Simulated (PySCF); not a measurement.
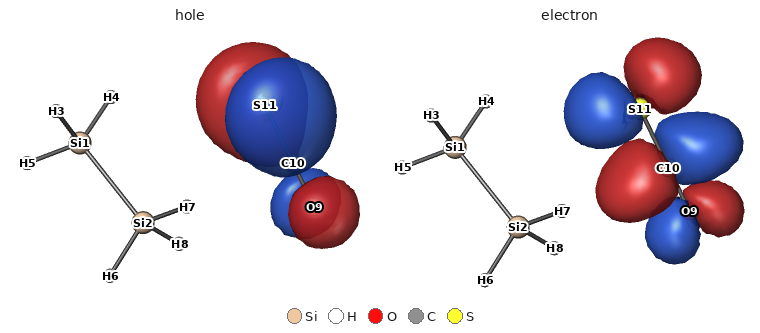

Figure 1: CH6OSSi2, SMILES `[SiH3][SiH3].O=C=S`. Leading natural transition orbital pair of S₁ (CIS singlet states); the surfaces enclose about 85 % of each orbital's density.

Method: HF/def2-SVP; geometry: GFN2-xTB; program: PySCF. The pair's geometry is semi-empirical, so its contact may be too short or too long. GFN2-xTB bond lengths at metals and heavier atoms can be off by up to 0.1 Å and shapes distorted, which carries into these values. Without diffuse functions Rydberg states are missing, so the states' numbers hold for this basis only.

Give its energy and the atoms that hole and electron lie on.

6.31 eV (196 nm), f = 0.000 (dark); the leading pair carries 63 %; hole on S11 (66 %), O9 (21 %) and C10 (12 %), electron on C10 (42 %), S11 (34 %) and O9 (23 %) (shares are of the whole state, not of the leading pair alone); their centroids lie 0.5 Å apart. The HOMO–LUMO gap is 14.72 eV.
